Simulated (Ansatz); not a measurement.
System: rock-salt TiC. Method: RPBE in Ansatz (PAW).

Settings: plane-wave cutoff 520 eV, 22×22×22 k mesh, Fermi–Dirac smearing 0.05 eV, no spin polarisation, scalar-relativistic PAW data made under PBE.

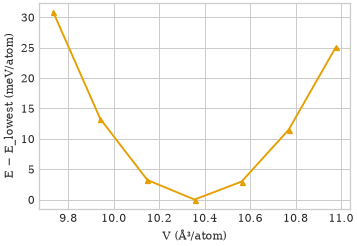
Total energy against volume

Q: From the curve, estimate the equilibrium volume and the bulk modulus.

A: V0 ≈ 10.4 Å³/atom and B0 ≈ 240 GPa; the fit gives V0 = 10.356 Å³/atom, B0 = 238 GPa, B′ = 4.0.

Measured, for comparison: bulk modulus 240 GPa (temperature not stated, no zero-point or thermal correction, our sources range from 235 to 268; as tabulated in Krasnenko and Brik (2013), arXiv:1306.3139); equilibrium volume per atom 10.15 Å³/atom (temperature not stated, no zero-point or thermal correction; as tabulated in Zhang et al. (2018), doi:10.1088/1367-2630/aac7f0). Computed (rounded) less measured: bulk modulus not scored (sources differ), equilibrium volume per atom +2.1 %.

Computed values are for the static lattice.

Ansatz is a first-principles code.
